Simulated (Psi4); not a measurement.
Geometry relaxation, with input and output: C₂H₄FGa (part 3 of 3)

The same run, continued: C₂H₄FGa; PBE0/def2-TZVP, RKS, dispersion D4 (Psi4 1.11). The geometry comes from this level: PBE0-D4/def2-TZVP.

Geometry of the input (Å):
```
C  -0.8371  1.1754  0.0609
C  0.3426  0.5695  -0.0650
Ga 0.4817  -1.3602  -0.0076
F  2.1105  -2.0061  -0.1996
H  -1.7621  0.6205  0.2001
H  -0.9411  2.2578  0.0316
H  1.2323  1.1796  -0.2023
H  -0.6269  -2.4367  0.1820
```

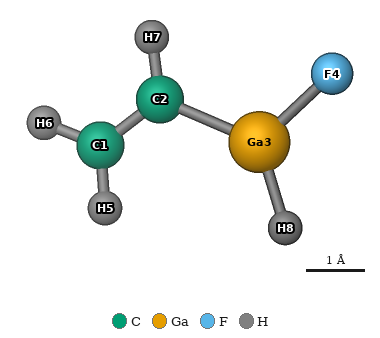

*The geometry at step 1 of the log (ball-and-stick view, seen at a tilt; atoms are numbered from 1 in the order of the input).*

### Log, continued
```
    Final Occupation by Irrep:
              A
    DOCC [    28 ]
    NA   [    28 ]
    NB   [    28 ]

  @DF-RKS Final Energy: -2102.95524502177386

   => Energetics <=

    Nuclear Repulsion Energy =            246.8218944821454954
    One-Electron Energy =               -3420.6758115451139020
    Two-Electron Energy =                1144.5331607277369130
    DFT Exchange-Correlation Energy =     -73.6301676086441574
    Empirical Dispersion Energy =          -0.0043210778982310
    VV10 Nonlocal Energy =                  0.0000000000000000
    Total Energy =                      -2102.9552450217738624

Computation Completed

Properties will be evaluated at   0.000000,   0.000000,   0.000000 [a0]

Properties computed using the SCF density matrix

 Multipole Moments:

 ------------------------------------------------------------------------------------
     Multipole            Electronic (a.u.)      Nuclear  (a.u.)        Total (a.u.)
 ------------------------------------------------------------------------------------

 L = 1.  Multiply by 2.5417464519 to convert [e a0] to [Debye]
 Dipole X            :          0.0058033           -0.0066539           -0.0008506
 Dipole Y            :         -5.3481710            5.5553498            0.2071788
 Dipole Z            :          7.3412407           -8.4536913           -1.1124506
 Magnitude           :                                                    1.1315786

 ------------------------------------------------------------------------------------

	total time  =          7 seconds =       0.12 minutes

         ------------------------------------------------------------
                                   SCF GRAD
         ------------------------------------------------------------

  ==> Geometry <==

    Molecular point group: c1
    Full point group: C1

    Geometry (in Angstrom), charge = 0, multiplicity = 1:

       Center              X                  Y                   Z               Mass
    ------------   -----------------  -----------------  -----------------  -----------------
         C           -0.000650431534     1.249873419811    -2.210776839816    12.000000000000
         C           -0.000650431534     1.249873419811    -0.878693147419    12.000000000000
         GA          -0.000650431534    -0.410472471605     0.115288251371    68.925573500000
         F            0.003606269316    -0.239328955335     1.869048068626    18.998403162730
         H           -0.001411574269     0.329576627742    -2.790176017690     1.007825032230
         H           -0.000018460566     2.168907674390    -2.792589151737     1.007825032230
         H           -0.000186339383     2.202854858972    -0.354880268697     1.007825032230
         H           -0.006392590462    -1.881448478700    -0.394403807478     1.007825032230

  Nuclear repulsion =  246.821894482145495

  ==> Basis Set <==

  Basis Set: DEF2-TZVP
    Blend: DEF2-TZVP
    Number of shells: 65
    Number of basis functions: 165
    Number of Cartesian functions: 187
    Spherical Harmonics?: true
    Max angular momentum: 3

  ==> DFJKGrad: Density-Fitted SCF Gradients <==

    Gradient:                    1
    J tasked:                  Yes
    K tasked:                  Yes
    wK tasked:                  No
    Integrals threads:           1
    Memory [MiB]:             1144
    Schwarz Cutoff:          1E-12
    Fitting Condition:       1E-10

   => Auxiliary Basis Set <=

  Basis Set: (DEF2-TZVP AUX)
    Blend: DEF2-UNIVERSAL-JKFIT
    Number of shells: 159
    Number of basis functions: 565
    Number of Cartesian functions: 722
    Spherical Harmonics?: true
    Max angular momentum: 5

  ==> DFT Potential <==

   => LibXC <=

    Version 7.1.2

   => Composite Functional: PBE0-D4BJEEQATM <=

    PBE0-d4bjeeqatm Hyb-GGA Exchange-Correlation Functional

    Deriv               =              1
    GGA                 =           TRUE
    Meta                =          FALSE

    Exchange Hybrid     =           TRUE
    MP2 Hybrid          =          FALSE

   => Exchange Functionals <=

    0.7500   Perdew, Burke & Ernzerhof

   => Exact (HF) Exchange <=

    0.2500               HF

   => Correlation Functionals <=

    1.0000   Perdew, Burke & Ernzerhof

   => LibXC Density Thresholds  <==

    XC_HYB_GGA_XC_PBEH:  1.00E-15

   => Molecular Quadrature <=

    Radial Scheme          =       TREUTLER
    Pruning Scheme         =           NONE
    Nuclear Scheme         =       TREUTLER

    Blocking Scheme        =         OCTREE
    BS radius alpha        =              1
    Pruning alpha          =              1
    Radial Points          =             75
    Spherical Points       =            302
    Total Points           =         173641
    Total Blocks           =           1354
    Max Points             =            256
    Max Functions          =            158
    Weights Tolerance      =       1.00E-15

  -Total Gradient:
     Atom            X                  Y                   Z
    ------   -----------------  -----------------  -----------------
       1        0.000014828896    -0.000005900396     0.000078328476
       2       -0.000033878543    -0.000074769937    -0.000065854346
       3        0.000108521323     0.000058246698     0.000132004405
       4       -0.000018827550     0.000009185520     0.000059946097
       5       -0.000015933969    -0.000014201969     0.000035609712
       6        0.000013774558    -0.000020073759     0.000030307648
       7       -0.000020787278     0.000008439419     0.000026446722
       8       -0.000044487541     0.000009000362     0.000030172648

	total time  =          4 seconds =       0.07 minutes

    			-----------------------------------------

    			 OPTKING 3.0: for geometry optimizations

    			        with contributions from

    			-----------------------------------------

	                            ===> Fragment 1 <==

	 Z (Atomic Numbers)          Masses                          Geom
	       6.000000            12.000000         -0.00122914  2.36191845 -4.17776275
	       6.000000            12.000000         -0.00122914  2.36191845 -1.66048940
	      31.000000            68.925573         -0.00122914 -0.77568055  0.21786322
	       9.000000            18.998403          0.00681486 -0.45226618  3.53198897
	       1.000000             1.007825         -0.00266749  0.62280956 -5.27266852
	       1.000000             1.007825         -0.00003489  4.09864150 -5.27722868
	       1.000000             1.007825         -0.00035213  4.16279238 -0.67062652
	       1.000000             1.007825         -0.01208025 -3.55542234 -0.74531518

	 - Coordinate -           - BOHR/RAD -       - ANG/DEG -
	 R(1,2)           =         2.517273           1.332084
	 R(1,5)           =         2.055072           1.087497
	 R(1,6)           =         2.055489           1.087718
	 R(2,3)           =         3.656875           1.935135
	 R(2,7)           =         2.054988           1.087453
	 R(3,4)           =         3.329879           1.762096
	 R(3,8)           =         2.941903           1.556788
	 B(1,2,3)         =         2.110229         120.907238
	 B(1,2,7)         =         2.073376         118.795699
	 B(2,1,5)         =         2.132681         122.193632
	 B(2,1,6)         =         2.135177         122.336636
	 B(2,3,4)         =         2.012949         115.333504
	 B(2,3,8)         =         2.268601         129.981274
	 B(3,2,7)         =         2.099580         120.297058
	 B(4,3,8)         =         2.001633         114.685122
	 B(5,1,6)         =         2.015327         115.469731
	 D(1,2,3,4)       =         3.138920         179.846863
	 D(1,2,3,8)       =        -0.004814          -0.275802
	 D(3,2,1,5)       =         0.000827           0.047387
	 D(3,2,1,6)       =        -3.140905        -179.960601
	 D(4,3,2,7)       =        -0.002178          -0.124817
	 D(5,1,2,7)       =         3.141933         180.019485
	 D(6,1,2,7)       =         0.000201           0.011497
	 D(7,2,3,8)       =         3.137273         179.752518

	        --- Internal Coordinate Step in ANG or DEG, aJ/ANG or AJ/DEG ---
	-------------------------------------------------------------------------------
	           Coordinate      Previous         Force          Change          New
	           ----------      --------        ------          ------        ------
	               R(1,2)       1.33208        0.00035       -0.00003       1.33206
	               R(1,5)       1.08750        0.00003       -0.00010       1.08740
	               R(1,6)       1.08772        0.00001       -0.00005       1.08767
	               R(2,3)       1.93514        0.00007       -0.00033       1.93481
	               R(2,7)       1.08745       -0.00005       -0.00004       1.08741
	               R(3,4)       1.76210       -0.00007       -0.00050       1.76159
	               R(3,8)       1.55679       -0.00004       -0.00007       1.55671
	             B(1,2,3)     120.90724       -0.00000       -0.05234     120.85490
	             B(1,2,7)     118.79570        0.00000        0.03234     118.82804
	             B(2,1,5)     122.19363       -0.00000       -0.03064     122.16299
	             B(2,1,6)     122.33664        0.00000        0.01742     122.35406
	             B(2,3,4)     115.33350       -0.00001       -0.05270     115.28081
	             B(2,3,8)     129.98127        0.00001        0.07594     130.05721
	             B(3,2,7)     120.29706        0.00000        0.02000     120.31706
	             B(4,3,8)     114.68512       -0.00000       -0.02394     114.66118
	             B(5,1,6)     115.46973        0.00000        0.01322     115.48295
	           D(1,2,3,4)     179.84686       -0.00000       -0.02859     179.81828
	           D(1,2,3,8)      -0.27580        0.00000        0.44064       0.16484
	           D(3,2,1,5)       0.04739       -0.00000       -0.01938       0.02801
	           D(3,2,1,6)    -179.96060       -0.00000       -0.02116    -179.98177
	           D(4,3,2,7)      -0.12482       -0.00000       -0.06139      -0.18621
	           D(5,1,2,7)     180.01948       -0.00000        0.01294     180.03242
	           D(6,1,2,7)       0.01150       -0.00000        0.01115       0.02265
	           D(7,2,3,8)     179.75252        0.00000        0.40784     180.16036
	-------------------------------------------------------------------------------

	                                 ==> Convergence Check <==

	Measures of convergence in internal coordinates in au.

	Criteria marked as inactive (o), active & met (*), and active & unmet ( ).

	----------------------------------------------------------------------------------------------
	   Step    Total Energy     Delta E     Max Force     RMS Force      Max Disp      RMS Disp
	----------------------------------------------------------------------------------------------
	  Convergence Criteria     1.00e-06 *    3.00e-04 *             o    1.20e-03 *             o
	----------------------------------------------------------------------------------------------
	     2   -2102.95524502    3.26e-07 *    9.05e-05 *    3.53e-05 o    7.69e-03      2.21e-03 o  ~
	----------------------------------------------------------------------------------------------

Next Geometry in Ang
	Fragment 1 (Ang)

	    C  -0.0010020521   1.2498787234  -2.2104267121
	    C  -0.0004797862   1.2502435081  -0.8783694977
	   Ga  -0.0033937806  -0.4104531952   0.1143828611
	    F   0.0026859557  -0.2388791266   1.8675880011
	    H  -0.0035095664   0.3291980585  -2.7890291144
	    H   0.0008893306   2.1685313240  -2.7927436179
	    H   0.0015468287   2.2030332636  -0.3543011949
	    H  -0.0030909196  -1.8817164607  -0.3942836380

    Final optimized geometry and variables:
    Molecular point group: c1
    Full point group: C1

    Geometry (in Angstrom), charge = 0, multiplicity = 1:

    C
    C             1    1.332084
    GA            2    1.935135      1  120.907238
    F             3    1.762096      2  115.333504      1  179.846863
    H             1    1.087497      2  122.193632      3    0.047387
    H             1    1.087718      5  115.469731      2 -179.992524
    H             2    1.087453      1  118.795699      5 -179.980515
    H             3    1.556788      4  114.685122      2 -179.896554

  Variable Map:
  ----------------------------------------------------------------------------
  "CURRENT ENERGY"                                  =>   -2102.955245021774
  "CURRENT REFERENCE ENERGY"                        =>   -2102.955245021774
  "DD SOLVATION ENERGY"                             =>       0.000000000000
  "DFT FUNCTIONAL TOTAL ENERGY"                     =>   -2102.950923943876
  "DFT TOTAL ENERGY"                                =>   -2102.955245021774
  "DFT VV10 ENERGY"                                 =>       0.000000000000
  "DFT XC ENERGY"                                   =>     -73.630167608644
  "DISPERSION CORRECTION ENERGY"                    =>      -0.004321077898
  "GRID ELECTRONS ALPHA"                            =>      27.999980510170
  "GRID ELECTRONS BETA"                             =>      27.999980510170
  "GRID ELECTRONS TOTAL"                            =>      55.999961020340
  "NUCLEAR REPULSION ENERGY"                        =>     246.821894482145
  "ONE-ELECTRON ENERGY"                             =>   -3420.675811545114
  "OPTIMIZATION ITERATIONS"                         =>       2.000000000000
  "PBE0-D4(BJ,EEQ)ATM DISPERSION CORRECTION ENERGY" =>      -0.004321077898
  "PCM POLARIZATION ENERGY"                         =>       0.000000000000
  "PE ENERGY"                                       =>       0.000000000000
  "SCF ITERATION ENERGY"                            =>   -2102.955245021774
  "SCF ITERATIONS"                                  =>       7.000000000000
  "SCF TOTAL ENERGY"                                =>   -2102.955245021774
  "TWO-ELECTRON ENERGY"                             =>    1144.533160727737
  "XC GRID RADIAL POINTS"                           =>      75.000000000000
  "XC GRID SPHERICAL POINTS"                        =>     302.000000000000
  "XC GRID TOTAL POINTS"                            =>  173641.000000000000

  Array Variable Map:
  ----------------------------------------------------------------------------
  "-D GRADIENT"                                     =>      -0.000000003229 ... 0.000018376478 8 by 3
  "CURRENT DIPOLE"                                  =>      -0.000850585173 ... -1.112450579190 1 by 3
  "CURRENT GRADIENT"                                =>       0.000014828896 ... 0.000030172648 8 by 3
  "DFT TOTAL GRADIENT"                              =>       0.000014828896 ... 0.000030172648 8 by 3
  "DISPERSION CORRECTION GRADIENT"                  =>      -0.000000003229 ... 0.000018376478 8 by 3
  "PBE0-D4(BJ,EEQ)ATM DISPERSION CORRECTION GRADIENT" =>      -0.000000003229 ... 0.000018376478 8 by 3
  "SCF DIPOLE"                                      =>      -0.000850585173 ... -1.112450579190 1 by 3
  "SCF TOTAL ENERGIES"                              =>   -2102.955435939220 ... -2102.955245021774 1 by 8
  "SCF TOTAL GRADIENT"                              =>       0.000014828896 ... 0.000030172648 8 by 3

    Psi4 run time: 0:00:28.71
```

### Standard output
```
Optimizer: Optimization complete!
```

### Trajectory as extended XYZ (Å, eV, eV/Å), 2 frames, from step=0 to step=1
```
8
Properties=species:S:1:pos:R:3:forces:R:3 step=0 energy=-57224.32744
C    -0.8371    1.1754    0.0609   -0.0037  -0.0006   0.0015
C     0.3426    0.5695   -0.0650    0.0045   0.0005  -0.0014
Ga    0.4817   -1.3602   -0.0076    0.0009   0.0016  -0.0012
F     2.1105   -2.0061   -0.1996   -0.0173   0.0080   0.0033
H    -1.7621    0.6205    0.2001    0.0037   0.0017   0.0003
H    -0.9411    2.2578    0.0316   -0.0004  -0.0005  -0.0008
H     1.2323    1.1796   -0.2023   -0.0017  -0.0010   0.0004
H    -0.6269   -2.4367    0.1820    0.0000  -0.0004  -0.0003
8
Properties=species:S:1:pos:R:3:forces:R:3 step=1 energy=-57224.32743
C    -0.8360    1.1751    0.0597   -0.0033   0.0021   0.0011
C     0.3437    0.5692   -0.0662    0.0045   0.0018  -0.0024
Ga    0.4813   -1.3602   -0.0086   -0.0066   0.0006   0.0065
F     2.1104   -2.0057   -0.1942   -0.0031   0.0009  -0.0006
H    -1.7606    0.6198    0.1992   -0.0014   0.0014  -0.0007
H    -0.9402    2.2574    0.0302   -0.0008   0.0016   0.0008
H     1.2337    1.1789   -0.2031   -0.0015   0.0002  -0.0009
H    -0.6272   -2.4369    0.1795   -0.0019   0.0002  -0.0021
```

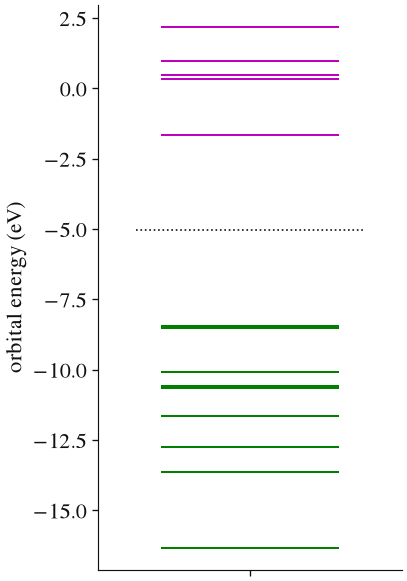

*Orbital energies near the frontier; the dotted line parts filled from empty levels, and levels within 0.02 eV of each other stand side by side.*

Highest filled −8.44 eV, lowest empty −1.65 eV, 6.79 eV apart.

### Key numbers

| quantity | value |
| --- | --- |
| outcome | converged |
| total energy | −2102.955245 hartree |
| dispersion energy | −0.004321 hartree |
| basis functions | 165 |
| HOMO | −8.44 eV |
| LUMO | −1.65 eV |
| dipole moment | 2.88 D |
| hardware | 1 thread of Intel Xeon (Sapphire Rapids), 32 GiB of memory available, shared host |
| wall time | 30 s |
| peak memory | 1 GiB |
